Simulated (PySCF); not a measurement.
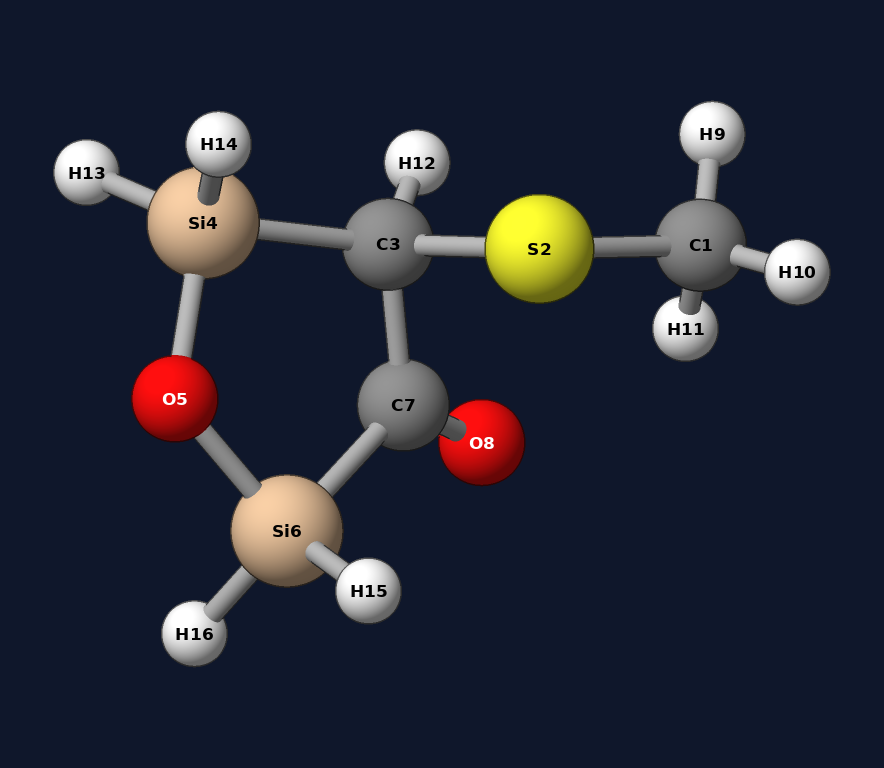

The geometry was computed by an optimisation with GFN2-xTB. No frequency run is at hand to confirm it as a minimum. Level of theory: GIAO PBE0/pcSseg-1 NMR shielding, non-relativistic, gas phase (PySCF 2.14.0). Principal shieldings σ11 ≤ σ22 ≤ σ33, span Ω = σ33 − σ11, skew κ = 3(σiso − σ22)/Ω.

**Which C atom has the most anisotropic shielding?**

C7, with a span of 176 ppm.

Give the shielding tensors of the C atoms.

```csv
atom,σ11,σ22,σ33,σiso,Ω,κ
C1,144.4,163.5,191.7,166.5,47.4,0.19
C3,126.4,137.9,159.8,141.4,33.4,0.31
C7,−97.9,−53.6,77.9,−24.6,175.8,0.50
```

Shieldings and span in ppm.

The geometry is semi-empirical. Around Si such bond lengths and angles can be off by a tenth of an ångström or more and by several degrees, and values that hang on the shape move with them.
